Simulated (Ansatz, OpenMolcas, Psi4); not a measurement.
**Si2NH7 (SMILES [SiH3]N[SiH3]): methods side by side**

Si2NH7: 10 atoms, total charge 0, spin state singlet. SMILES: `[SiH3]N[SiH3]`. The shape is that of a PBE0-D4/def2-TZVP optimisation.

```csv
atom,x (Å),y (Å),z (Å)
Si,-1.0428,0.7584,-0.8800
N,0.1200,0.5004,0.3687
Si,0.9958,-0.9353,0.7554
H,-1.3736,-0.5673,-1.4582
H,-0.5323,1.6454,-1.9626
H,-2.2743,1.3936,-0.3364
H,0.3620,1.3173,0.9129
H,0.4031,-2.0423,-0.0347
H,0.8972,-1.2430,2.2083
H,2.4448,-0.8272,0.4267
```

Quantity: the HOMO–LUMO gap, in eV. The values are calculated.

```
                                level                    kind     program  value (eV)  CPU time
      HF/6-31G* (spherical functions)            Hartree–Fock  OpenMolcas       14.21     3.5 s
   SVWN5/6-31G* (spherical functions)                     LDA      Ansatz        5.29     1.6 s
    BLYP/6-31G* (spherical functions)                     GGA      Ansatz        5.46     2.4 s
   M06-L/6-31G* (spherical functions)                meta-GGA        Psi4        6.44      34 s
 r2SCAN0/6-31G* (spherical functions)         hybrid meta-GGA      Ansatz        8.19     4.9 s
   B3LYP/6-31G* (Cartesian functions)           global hybrid  OpenMolcas        7.21      21 s
 wB97M-V/6-31G* (spherical functions)  range-separated hybrid      Ansatz       11.68      24 s
PBE-QIDH/6-31G* (spherical functions)           double hybrid      Ansatz       11.61       4 s
```

The values span 5.29 to 14.21 eV. Orbital gaps aren't excitation energies, and those of double hybrids come from the SCF part alone; they tend to grow with the share of exact exchange. CPU times are rough (shared hosts, several kinds of processor): they show what a rung costs within a factor of a few.

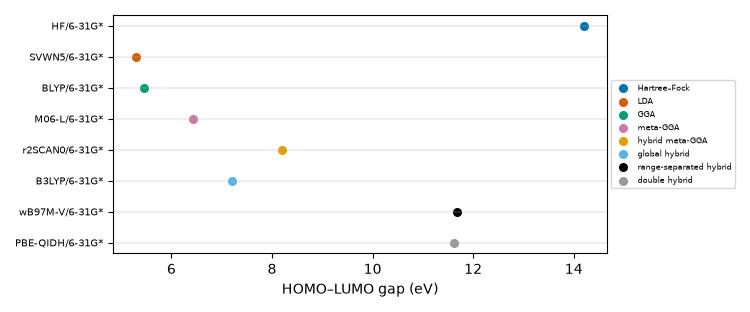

The values of the table, level by level.
